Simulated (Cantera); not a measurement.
Feed: 1 mol SiC, 9.8 mol N2, equilibrated at 74.0 Pa.

These are equilibrium values from Cantera (NASA tables, ideal gas, pure condensed phases), not measurements of a reactor. Candidate condensed phases: C, Si, SiC, Si3N4; 20 gas species. The tables' values for SiN are old estimates; treat these amounts as uncertain. Equilibrium is a limit: real reactors are often held back by kinetics, nucleation or transport.

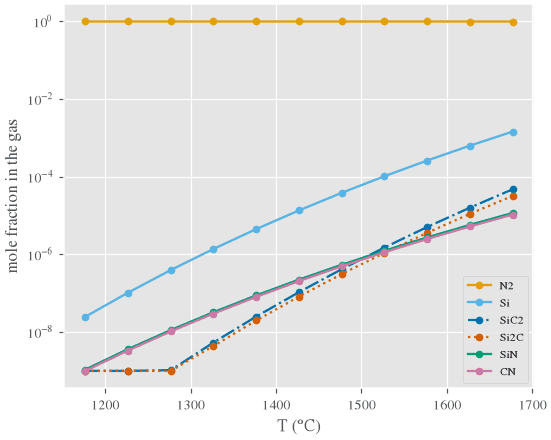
Equilibrium gas composition (values under 1e-9 drawn at 1e-9)

From 1177 °C to 1377 °C the condensed part is SiC(s). From 1427 °C to 1677 °C the condensed part is C(graphite) + SiC(s). The main Si-bearing gas is Si throughout.
